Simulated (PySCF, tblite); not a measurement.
# C12H10S2Si: electronic excitations, NMR shifts

Wanted: electronic excitations, NMR shifts for C12H10S2Si (`[SiH3]c1cccc2c1Sc1ccccc1S2`).

Computed with tblite 0.8.0 and PySCF 2.14.0 and routines of our own; the level stands in each step. Atoms count from 0.

### Step 1. The starting structure

25 atoms, charge 0, multiplicity 1; geometry from: force field, distance geometry or constructed start.

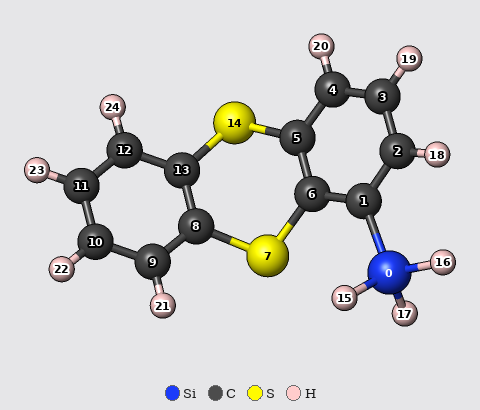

The starting geometry (silicon blue, carbon dark grey, sulfur yellow, hydrogen pink).

### Step 2. Relaxing the molecule with GFN2-xTB

The job: settings as JSON, then the geometry in Å.

```
{"job": {"kind": "relax", "xc": "GFN2-xTB", "basis": "xTB"}, "charge": 0, "multiplicity": 1}
Si    -2.921100     0.943700    -2.076800
C     -2.356600     0.120900    -0.481800
C     -3.269700     0.100200     0.598900
C     -2.955300    -0.481300     1.811800
C     -1.707400    -1.070500     1.999600
C     -0.764800    -1.067700     0.957500
C     -1.074600    -0.474000    -0.290200
S      0.131900    -0.520900    -1.629500
C      1.659800    -0.219500    -0.765400
C      2.608600     0.599800    -1.385100
C      3.835200     0.855800    -0.772800
C      4.120300     0.288800     0.468000
C      3.178800    -0.530300     1.095500
C      1.947000    -0.787900     0.480100
S      0.800200    -1.858100     1.330000
H     -2.020600     2.067300    -2.425600
H     -4.291400     1.503500    -1.878700
H     -2.984900    -0.048700    -3.181200
H     -4.265000     0.551400     0.495600
H     -3.676200    -0.490000     2.631300
H     -1.475800    -1.524000     2.956700
H      2.405700     1.045600    -2.359000
H      4.572400     1.498800    -1.254500
H      5.074200     0.480100     0.947600
H      3.423100    -0.968700     2.056800
```

Launch:

```bash
> OMP_NUM_THREADS=1 python large_run.py task.json out
```

One launch serves the whole session: the jobs run in the order shown.

Output:

```text
step      E/eV     max force
  0   -1061.02979    1.108
  1   -1061.09554    0.588
  2   -1061.13507    0.430
  3   -1061.15415    0.374
  4   -1061.16474    0.217
  5   -1061.17248    0.212
  6   -1061.18044    0.288
  7   -1061.18970    0.287
  8   -1061.19786    0.195
  9   -1061.20282    0.162
 10   -1061.20596    0.130
 11   -1061.20887    0.136
 12   -1061.21200    0.136
 13   -1061.21472    0.107
 14   -1061.21661    0.091
 15   -1061.21820    0.121
 16   -1061.22011    0.122
 17   -1061.22222    0.099
 18   -1061.22412    0.079
 19   -1061.22580    0.098
 20   -1061.22753    0.123
 21   -1061.22928    0.106
 22   -1061.23062    0.078
 23   -1061.23147    0.078
 24   -1061.23218    0.077
 25   -1061.23304    0.084
 26   -1061.23399    0.067
 27   -1061.23482    0.057
 28   -1061.23549    0.058
 29   -1061.23617    0.073
 30   -1061.23692    0.073
 31   -1061.23764    0.058
 32   -1061.23822    0.041
 33   -1061.23871    0.047
 34   -1061.23914    0.045
 35   -1061.23948    0.041
 36   -1061.23973    0.045
 37   -1061.23999    0.048
 38   -1061.24034    0.040
 39   -1061.24074    0.046
 40   -1061.24109    0.036
 41   -1061.24135    0.035
 42   -1061.24159    0.042
 43   -1061.24188    0.051
 44   -1061.24220    0.064
 45   -1061.24248    0.052
 46   -1061.24270    0.034
 47   -1061.24288    0.030
 48   -1061.24303    0.027
 49   -1061.24316    0.028
 50   -1061.24328    0.033
 51   -1061.24339    0.034
 52   -1061.24350    0.025
 53   -1061.24358    0.017
```

Run time: 0.88 s. Hardware: 1 thread of Arm Neoverse V1, shared host.

Along the way:

```csv
step,energy from step 0 (eV),largest force (eV/Å)
0,0.0000,1.1080
1,-0.0657,0.5885
2,-0.1053,0.4304
3,-0.1244,0.3734
4,-0.1349,0.2167
5,-0.1427,0.2118
6,-0.1507,0.2878
7,-0.1599,0.2869
8,-0.1681,0.1955
11,-0.1791,0.1359
15,-0.1884,0.1212
19,-0.1960,0.0984
22,-0.2008,0.0779
26,-0.2042,0.0673
30,-0.2071,0.0730
34,-0.2093,0.0452
37,-0.2102,0.0479
41,-0.2116,0.0354
45,-0.2127,0.0521
49,-0.2134,0.0284
50,-0.2135,0.0324
51,-0.2136,0.0346
52,-0.2137,0.0246
53,-0.2138,0.0166
```

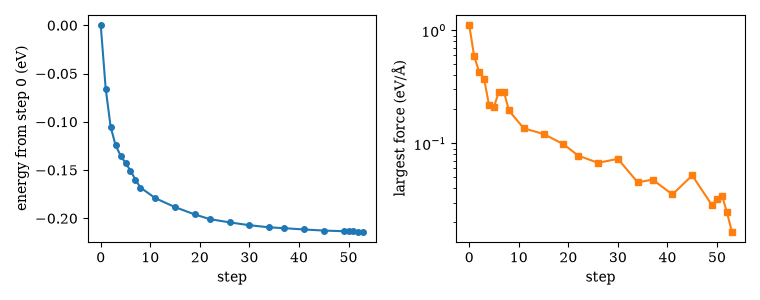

Energy and largest force along the relaxation.

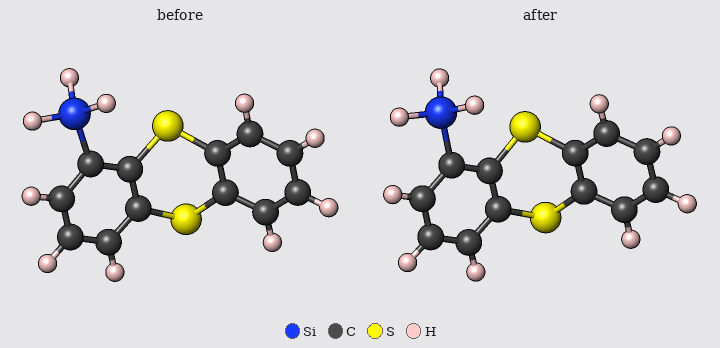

Before and after, at one scale.

Distances of close pairs at the start and the end, largest changes first:

| bond | before (Å) | after (Å) | change (Å) |
| --- | --- | --- | --- |
| C1–C6 | 1.426 | 1.394 | -0.032 |
| C6–S7 | 1.803 | 1.773 | -0.030 |
| Si0–H16 | 1.493 | 1.464 | -0.029 |
| C5–C6 | 1.416 | 1.387 | -0.029 |
| C1–C2 | 1.415 | 1.389 | -0.026 |
| Si0–H17 | 1.486 | 1.462 | -0.024 |
| Si0–H15 | 1.482 | 1.463 | -0.019 |
| C2–H18 | 1.098 | 1.080 | -0.017 |

The final coordinates are the input of the step that follows.

### Step 3. Electronic excitations: TDDFT BHandHLYP/6-31G*

The job: settings as JSON, then the geometry in Å.

```
{"job": {"kind": "uv", "basis": "6-31G*", "grid": 1, "kgrid": 0, "vcut": null, "nstates": 8, "ntriplets": 3, "tda": false, "delta": ["ip_vertical", "ea_vertical", "triplet_vertical"], "pop": true, "xc": "BHandHLYP"}, "charge": 0, "multiplicity": 1}
Si    -2.727924     0.926925    -2.086228
C     -2.335206     0.131015    -0.418186
C     -3.257111     0.100456     0.620326
C     -2.954317    -0.490646     1.835005
C     -1.711270    -1.061150     2.034103
C     -0.779620    -1.060736     1.004332
C     -1.096104    -0.472562    -0.211091
S      0.035321    -0.499870    -1.575537
C      1.572173    -0.176350    -0.748770
C      2.490398     0.656397    -1.374139
C      3.730049     0.876067    -0.803525
C      4.052568     0.277962     0.404790
C      3.132336    -0.531834     1.043174
C      1.891593    -0.768608     0.465937
S      0.776684    -1.862504     1.302433
H     -1.763282     1.996966    -2.338945
H     -4.081068     1.474514    -1.974660
H     -2.672753    -0.083616    -3.141892
H     -4.227293     0.551688     0.471886
H     -3.685082    -0.505310     2.629684
H     -1.455401    -1.526045     2.973943
H      2.225637     1.110209    -2.316960
H      4.444006     1.513025    -1.302922
H      5.020955     0.443234     0.851835
H      3.368148    -1.004740     1.984218
```

Level: TDDFT BHandHLYP/6-31G*, vertical, gas phase, core orbitals frozen in the response.

Output:

```text
start: PBE on a coarse grid of 23062 points
cycle   1  E = -1548.1012326310  dE =  2.406e+00  |g| = 6.522e-01  |ddm| = 5.766e+00
cycle   2  E = -1547.8907356446  dE =  2.105e-01  |g| = 1.073e+00  |ddm| = 2.056e+00
cycle   3  E = -1548.1973316646  dE = -3.066e-01  |g| = 2.783e-01  |ddm| = 1.652e+00
cycle   4  E = -1548.2206482781  dE = -2.332e-02  |g| = 1.042e-01  |ddm| = 5.163e-01
cycle   5  E = -1548.2234586035  dE = -2.810e-03  |g| = 3.331e-02  |ddm| = 1.808e-01
cycle   6  E = -1548.2237594046  dE = -3.008e-04  |g| = 8.404e-03  |ddm| = 5.677e-02
final grid: 98466 points
cycle   7  E = -1548.8142098825  dE = -2.622e-02  |g| = 6.185e-02  |ddm| = 8.718e-01
cycle   8  E = -1548.8149570155  dE = -7.471e-04  |g| = 5.048e-02  |ddm| = 1.813e-01
cycle   9  E = -1548.8156329843  dE = -6.760e-04  |g| = 1.298e-02  |ddm| = 8.407e-02
cycle  10  E = -1548.8156757999  dE = -4.282e-05  |g| = 7.471e-03  |ddm| = 2.561e-02
cycle  11  E = -1548.8156904877  dE = -1.469e-05  |g| = 1.224e-03  |ddm| = 1.076e-02
cycle  12  E = -1548.8156946190  dE = -4.131e-06  |g| = 3.568e-04  |ddm| = 2.619e-03
cycle  13  E = -1548.8156921411  dE =  2.478e-06  |g| = 1.955e-04  |ddm| = 7.961e-04
cycle  14  E = -1548.8156919983  dE =  1.428e-07  |g| = 5.372e-05  |ddm| = 3.444e-04
converged SCF energy = -1548.8156919983
Vertical ionisation energy (delta-SCF) = 7.5288 eV   <S^2> = 0.766

Static polarisability (au): isotropic 169.220, principal 90.481 184.091 233.088

Singlet excitations
state   eV       nm        f      main configurations
  1   4.6753    265.2   0.00103   H->L 0.69, H->L+1 0.20
  2   5.0374    246.1   0.01673   H->L+1 0.60, H->L 0.18
  3   5.2406    236.6   0.00086   H->L+2 0.36, H-1->L 0.20, H->L+3 0.10
  4   5.3622    231.2   0.14689   H->L+4 0.36, H->L+2 0.21, H-1->L 0.17
  5   5.5752    222.4   0.01762   H->L+3 0.54, H-1->L+1 0.16, H->L+2 0.11
  6   5.9284    209.1   0.27595   H-1->L 0.36, H->L+4 0.23, H->L+3 0.18
  7   6.0289    205.6   0.15054   H-1->L+1 0.48, H->L+2 0.11, H-2->L 0.08
  8   6.1016    203.2   0.13649   H-1->L+3 0.29, H-1->L+2 0.11, H->L+2 0.10

Triplet excitations (Tamm-Dancoff, eV): 3.6952 3.7936 4.3800
```

Run time: 1.7 min. Hardware: 1 thread of Arm Neoverse V1, shared host; peak memory 0.61 GiB.

Warnings kept with the result: triplet_vertical: open-shell SCF did not converge.

Frontier orbitals and where they lie:

```csv
orbital,eV,atoms
HOMO−4,-9.34,"S7 28 %, S14 23 %, C12 6 %"
HOMO−3,-8.31,"C1 16 %, C4 15 %, C9 15 %"
HOMO−2,-8.26,"C11 15 %, C3 15 %, C6 14 %"
HOMO−1,-7.40,"S7 21 %, S14 17 %, C9 11 %"
HOMO,-6.77,"S14 27 %, S7 22 %, C5 7 %"
LUMO,0.43,"C6 20 %, C3 17 %, C1 10 %"
LUMO+1,0.58,"C4 17 %, C2 16 %, C5 14 %"
LUMO+2,0.93,"C12 23 %, C9 23 %, C10 18 %"
LUMO+3,0.96,"C11 16 %, C8 15 %, C2 13 %"
```

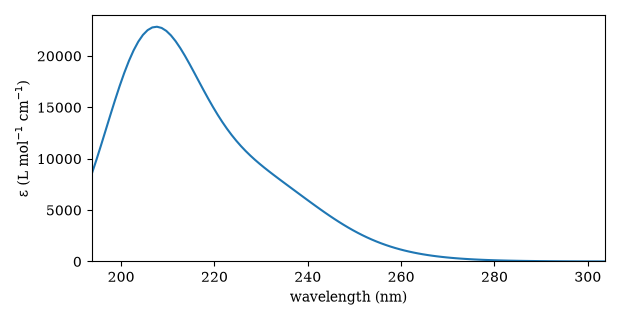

Absorption spectrum: each of the 8 states is a Gaussian band of 0.4 eV half-width at 1/e. Beyond the last state computed it falls off for lack of states.

Further results of this job:

| property | computed |
| --- | --- |
| dipole moment (D) | 1.69 |
| polarisability (Å³) | 25.08 |
| HOMO–LUMO gap (eV) | 7.20 |
| −ε(HOMO) (eV) | 6.77 |

### Step 4. NMR shifts: GIAO B97-D/pcSseg-1

Settings changed since step 3:

```diff
@@ -1,2 +1,2 @@
-{"job": {"kind": "uv", "basis": "6-31G*", "grid": 1, "kgrid": 0, "vcut": null, "nstates": 8, "ntriplets": 3, "tda": false, "delta": ["ip_vertical", "ea_vertical", "triplet_vertical"], "pop": true, "xc": "BHandHLYP"}, "charge": 0, "multiplicity": 1}
+{"job": {"kind": "nmr", "basis": "pcSseg-1", "pop": false, "xc": "B97-D"}, "charge": 0, "multiplicity": 1}
 Si    -2.727924     0.926925    -2.086228
```

With the program's defaults for keys left out, this is: GIAO B97-D/pcSseg-1 NMR shielding, non-relativistic, gas phase.

Output:

```text
start: PBE on a coarse grid of 23062 points
cycle   1  E = -1547.7573983211  dE =  2.372e+00  |g| = 6.494e-01  |ddm| = 5.756e+00
cycle   2  E = -1547.5373970616  dE =  2.200e-01  |g| = 1.096e+00  |ddm| = 1.966e+00
cycle   3  E = -1547.8482620130  dE = -3.109e-01  |g| = 2.763e-01  |ddm| = 1.648e+00
cycle   4  E = -1547.8703230652  dE = -2.206e-02  |g| = 1.056e-01  |ddm| = 5.621e-01
cycle   5  E = -1547.8731393109  dE = -2.816e-03  |g| = 3.699e-02  |ddm| = 2.134e-01
cycle   6  E = -1547.8734636660  dE = -3.244e-04  |g| = 7.980e-03  |ddm| = 5.836e-02
final grid: 204390 points
cycle   7  E = -1548.6958613194  dE = -3.704e-03  |g| = 1.143e-01  |ddm| = 3.562e-01
cycle   8  E = -1548.6934120987  dE =  2.449e-03  |g| = 1.286e-01  |ddm| = 2.880e-01
cycle   9  E = -1548.6965299679  dE = -3.118e-03  |g| = 5.275e-02  |ddm| = 2.537e-01
cycle  10  E = -1548.6972844459  dE = -7.545e-04  |g| = 1.505e-02  |ddm| = 8.387e-02
cycle  11  E = -1548.6973508048  dE = -6.636e-05  |g| = 2.595e-03  |ddm| = 2.069e-02
cycle  12  E = -1548.6973533069  dE = -2.502e-06  |g| = 4.343e-04  |ddm| = 4.971e-03
cycle  13  E = -1548.6973534886  dE = -1.817e-07  |g| = 3.720e-04  |ddm| = 1.220e-03
cycle  14  E = -1548.6973529301  dE =  5.585e-07  |g| = 8.622e-05  |ddm| = 5.781e-04
converged SCF energy = -1548.6973529301

GIAO shielding tensors (ppm)
atom      isotropic    diamagn.    paramagn.     s11        s22        s33       span
  0 Si     417.703     882.992    -465.289    376.528    422.655    453.925     77.398
  1 C       51.068     255.117    -204.049    -31.478     16.453    168.230    199.708
  2 C       48.142     250.675    -202.533    -58.448     43.596    159.280    217.728
  3 C       56.459     254.627    -198.168    -46.710     47.458    168.628    215.338
  4 C       52.764     249.736    -196.972    -42.951     46.633    154.609    197.560
  5 C       44.119     260.820    -216.700    -40.330     37.689    134.998    175.328
  6 C       37.864     261.186    -223.322    -51.709     37.115    128.187    179.895
  7 S      359.806    1061.836    -702.029    176.142    406.446    496.831    320.689
  8 C       44.780     260.730    -215.950    -40.083     40.170    134.253    174.335
  9 C       54.189     249.184    -194.995    -41.062     48.800    154.829    195.891
 10 C       55.615     252.830    -197.215    -47.395     44.994    169.245    216.640
 11 C       55.578     252.762    -197.184    -47.103     44.489    169.347    216.450
 12 C       54.815     247.930    -193.115    -40.726     49.513    155.657    196.384
 13 C       43.708     259.882    -216.174    -40.066     35.482    135.709    175.775
 14 S      352.126    1059.695    -707.570    154.842    390.157    511.378    356.536
 15 H       27.081      30.978      -3.897     22.565     27.540     31.139      8.574
 16 H       27.646      29.313      -1.667     23.385     26.407     33.146      9.761
 17 H       27.135      29.875      -2.740     23.002     26.750     31.654      8.652
 18 H       24.302      30.665      -6.363     20.069     24.368     28.470      8.401
 19 H       24.636      29.064      -4.429     21.139     25.659     27.109      5.970
 20 H       24.354      32.538      -8.184     19.626     23.755     29.681     10.055
 21 H       24.385      33.235      -8.850     19.450     23.727     29.979     10.528
 22 H       24.607      28.598      -3.991     21.168     25.435     27.219      6.052
 23 H       24.609      27.825      -3.215     21.168     25.625     27.035      5.868
 24 H       24.399      31.958      -7.559     19.618     23.778     29.801     10.184
```

Run time: 23 s. Hardware: 1 thread of Arm Neoverse V1, shared host; peak memory 0.61 GiB.

The references, computed at this level on geometries of the same kind, shield at (ppm): ¹H TMS 31.85, ¹³C TMS 181.8, ²⁹Si TMS 343.2. Their shielding less the atom's gives the shift. The references are single molecules in the gas phase. Atoms listed in one row are averaged.

```
        atoms                        environment  σ (ppm)  δ (ppm)
           C6     aromatic carbon bearing sulfur     37.9    143.9
          C13     aromatic carbon bearing sulfur     43.7    138.1
           C5     aromatic carbon bearing sulfur     44.1    137.6
           C8     aromatic carbon bearing sulfur     44.8    137.0
           C2                        aromatic CH     48.1    133.6
           C1        substituted aromatic carbon     51.1    130.7
           C4                        aromatic CH     52.8    129.0
           C9                        aromatic CH     54.2    127.6
          C12                        aromatic CH     54.8    127.0
          C11                        aromatic CH     55.6    126.2
          C10                        aromatic CH     55.6    126.2
           C3                        aromatic CH     56.5    125.3
          H18         hydrogen on an aromatic CH    24.30     7.55
          H20         hydrogen on an aromatic CH    24.35     7.49
          H21         hydrogen on an aromatic CH    24.39     7.46
          H24         hydrogen on an aromatic CH    24.40     7.45
          H22         hydrogen on an aromatic CH    24.61     7.24
          H23         hydrogen on an aromatic CH    24.61     7.24
          H19         hydrogen on an aromatic CH    24.64     7.21
H15, H16, H17  hydrogen on a silicon bonded to C    27.29     4.56
          Si0           silicon bonded to C, 3 H    417.7    -74.5
          S14                     sulfide sulfur      352        –
           S7                     sulfide sulfur      360        –
```

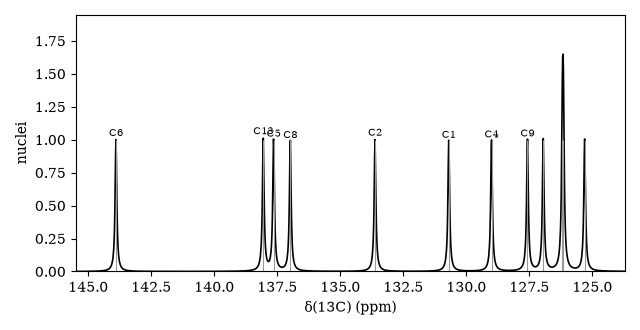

¹³C lines at the computed shifts, without couplings. Lines are broadened to a width of 0.08 ppm (Lorentzian).

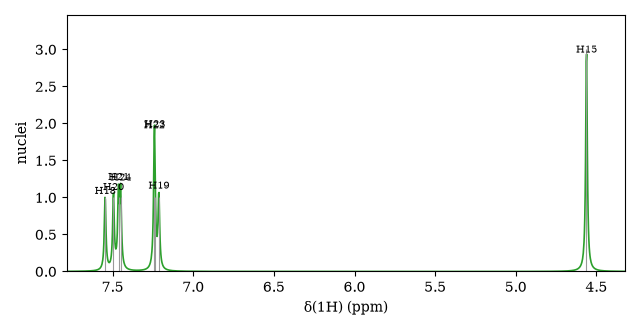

¹H lines at the computed shifts, without couplings. Lines are broadened to a width of 0.01 ppm (Lorentzian).

Ring of atoms C1, C2, C3, C4, C5, C6: NICS(0) -7.0, NICS(1) -9.8, NICS(1)zz -23.2 ppm (means of both faces).

Ring of atoms C5, C6, S7, C8, C13, S14: NICS(0) -2.3, NICS(1) -3.1, NICS(1)zz 3.1 ppm (means of both faces).

Ring of atoms C8, C9, C10, C11, C12, C13: NICS(0) -7.6, NICS(1) -9.9, NICS(1)zz -23.7 ppm (means of both faces).

### Step 5. Outcome

```
                                                               quantity                                                                                   value
                                      lowest singlet (BHandHLYP/6-31G*)                                                             4.68 eV (265 nm), f = 0.001
                               brightest single state of those computed                                                             state 6, 5.93 eV, f = 0.276
                                                         lowest triplet                                                                                 3.70 eV
                                      vertical ionisation energy (ΔSCF)                                                                                 7.53 eV
                                ¹³C shifts against TMS (B97-D/pcSseg-1)  143.9, 138.1, 137.6, 137.0, 133.6, 130.7, 129.0, 127.6, 127.0, 126.2, 126.2, 125.3 ppm
¹H shifts against TMS (B97-D/pcSseg-1, means over atoms taken as alike)                                      7.55, 7.49, 7.46, 7.45, 7.24, 7.24, 7.21, 4.56 ppm
                               ²⁹Si shifts against TMS (B97-D/pcSseg-1)                                                                               -74.5 ppm
                                       shieldings of S (B97-D/pcSseg-1)                                                                 S14 352.1, S7 359.8 ppm
```

**Reading.** The lowest singlet, at 4.68 eV, is HOMO→LUMO 0.69, HOMO→LUMO+1 0.20 and is weak; of the 8 states computed, the strongest absorption comes from state 6 at 5.93 eV (the last state computed is bright too, and its partners may lie past the list). The lowest triplet lies 0.98 eV below the lowest singlet (triplets in Tamm-Dancoff, singlets in full TDDFT). The orbital energy would give 6.77 eV for ionisation, ΔSCF gives 7.53 eV. At B97-D/pcSseg-1: The largest span, 357 ppm, is at S14, where the paramagnetic term is -708 ppm. NICS(1)zz of -23 ppm above the planar ring from C1 marks a diatropic (aromatic) ring current. NICS(1)zz of -24 ppm above the planar ring from C8 marks a diatropic (aromatic) ring current.
